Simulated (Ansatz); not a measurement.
Here is a crystal structure:

```
CELL_PARAMETERS angstrom
5.66489 0.00000 0.00000
0.00000 5.66489 0.00000
0.00000 0.00000 5.66489
ATOMIC_POSITIONS crystal
Zn 0.00000 0.00000 0.00000
Se 0.25000 0.25000 0.25000
Zn 0.00000 0.50000 0.50000
Se 0.25000 0.75000 0.75000
Zn 0.50000 0.00000 0.50000
Se 0.75000 0.25000 0.75000
Zn 0.50000 0.50000 0.00000
Se 0.75000 0.75000 0.25000
```

What would you see if this were drawn?

The stoichiometry is ZnSe. Its lattice is face-centred cubic, its space group F-43m (No. 216). The arrangement is known as zinc blende (sphalerite type). One cell contains 4 Zn, 4 Se, 8 atoms in all. About every Zn there are four Se in a tetrahedral arrangement at 2.45 Å. Se sits among four Zn in a tetrahedral arrangement at 2.45 Å. The bonds build a three-dimensional framework.

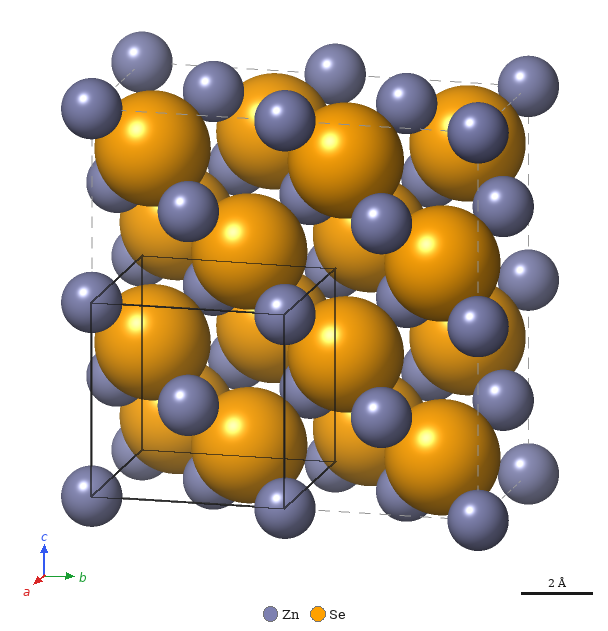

View slightly off an axis, drawn as a space-filling model. Shown are 1×2×2 repeats of the conventional unit cell, one of them outlined in solid lines. Colours: zinc blue, selenium orange.

Starting structure: a structure listed in the Materials Project. Earlier steps of the study may have refined or changed the cell and positions. A calculation with Ansatz used it as input.
